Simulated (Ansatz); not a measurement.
# AlF3 (SMILES [F][Al]([F])[F]): BHLYP/STO-3G

Aim: the energy change on altering one bond length of AlF3 at BHLYP/STO-3G, from 2 runs. 

The calculation is run with Ansatz 0.2.0.

38 further runs of the same task are left out: 6 that didn't finish, 32 set aside as unsound or not needed.

### 1 The system as given

The species is AlF3 (4 atoms), meant as a singlet with charge 0. SMILES: `[F][Al]([F])[F]`. Geometry: a GFN2-xTB relaxation, a rough one for these elements and not checked as a minimum.

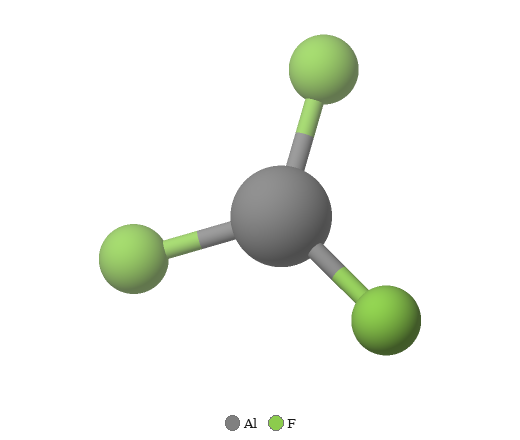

The structure, seen from a chosen angle (aluminium grey, fluorine green).

### 2 A single-point energy at BHLYP/STO-3G

job.yaml reads:

```yaml
crystal:
  periodic: [false, false, false]
  atoms:
    - {symbol: Al, position_ang: [-0.000200, -0.000290, -0.001260]}
    - {symbol: F, position_ang: [1.630840, -0.027090, 0.013490]}
    - {symbol: F, position_ang: [-0.791540, 1.425990, -0.016640]}
    - {symbol: F, position_ang: [-0.839100, -1.398610, 0.004400]}
basis:
  gaussian: {orbitals: STO-3G}
hamiltonian: {xc: {name: BHLYP}}
accuracy: high
```

Run with:

```console
$ ansatz run job.yaml --threads 1 --pin off --max-ram 2610MiB --events-out events.jsonl --progress --plain --runs-dir runs
```

What it wrote:

```text
Warning: RAYON_NUM_THREADS=1 ignored (pool sized by the plan → 1); use --threads N
Functional definition: BHLYP
  name "BHLYP"
  parameter a = 0.5
  exchange = (1 - a)*b88_x + a*exact_x
  correlation = lyp_c
448 factors; integrals over basis functions are off by at most 4.3e-8 eV
mean field evaluation 1: about -14546.9193 eV, gradient 3.0e1 eV
mean field evaluation 2: about -14549.2925 eV, gradient 2.0e1 eV
mean field evaluation 4: about -14550.6020 eV, gradient 4.4e-2 eV
mean field evaluation 8: about -14550.6221 eV, gradient 1.8e-3 eV
mean field evaluation 16: about -14550.6221 eV, gradient 3.0e-8 eV
mean field -14550.62209151 eV, -534.7254990970 hartree, gradient 3.0e-8 eV, S^2 0.000000; 0 other end points of the search recorded, 0 dependent functions left out
reference -14550.62210557 eV, -534.7254996138 hartree; 20, 20 occupied and 4, 4 virtual orbitals, 448 factors
Total energy: -14550.62210557 eV, -534.7254996138 hartree
```

It took 1.3 s on 1 thread of Arm Neoverse V1, shared host; peak memory 0.099 GiB.

### 3 The distorted shape

molecule.yaml reads:

```yaml
basis:
  gaussian:
    orbitals: STO-3G
crystal:
  periodic: [false, false, false]
  atoms:
    - symbol: Al
      position_ang: [0.197650, -0.356888, 0.002585]
    - symbol: F
      position_ang: [1.828690, -0.383688, 0.017335]
    - symbol: F
      position_ang: [-0.791540, 1.425990, -0.016640]
    - symbol: F
      position_ang: [-0.641250, -1.755208, 0.008245]
hamiltonian:
  xc: {name: BHLYP}
accuracy: high
```

Run with:

```console
$ ansatz run molecule.yaml --threads 1 --pin off --max-ram 2610MiB --events-out events.jsonl --progress --plain --runs-dir runs
```

What it wrote:

```text
Warning: RAYON_NUM_THREADS=1 ignored (pool sized by the plan → 1); use --threads N
Functional definition: BHLYP
  name "BHLYP"
  parameter a = 0.5
  exchange = (1 - a)*b88_x + a*exact_x
  correlation = lyp_c
432 factors; integrals over basis functions are off by at most 4.3e-8 eV
mean field evaluation 1: about -14543.3113 eV, gradient 3.3e1 eV
mean field evaluation 2: about -14543.1746 eV, gradient 3.9e1 eV
mean field evaluation 4: about -14548.6166 eV, gradient 1.4e0 eV
mean field evaluation 8: about -14548.6393 eV, gradient 3.0e-3 eV
mean field evaluation 16: about -14548.6393 eV, gradient 1.4e-7 eV
mean field -14548.63927523 eV, -534.6526319430 hartree, gradient 1.2e-8 eV, S^2 0.000000; 0 other end points of the search recorded, 0 dependent functions left out
reference -14548.63928950 eV, -534.6526324672 hartree; 20, 20 occupied and 4, 4 virtual orbitals, 432 factors
Total energy: -14548.63928950 eV, -534.6526324672 hartree
```

Run time: 1.4 s. Hardware: 1 thread of Arm Neoverse V1, shared host; peak memory 0.099 GiB.

### 4 Summary of results

At BHLYP/STO-3G:

```
                                                          quantity          value
                                         first shape: total energy  -534.72550 Eh
                                     distorted shape: total energy  -534.65263 Eh
energy change with the Al1–F3 bond stretched from 1.631 to 2.039 Å       1.983 eV
```

With the Al1–F3 bond stretched from 1.631 to 2.039 Å the energy rises by 1.98 eV (191 kJ/mol). The first shape isn't relaxed at this level, so the change isn't measured from a minimum. The minimal basis adds a large error of its own.
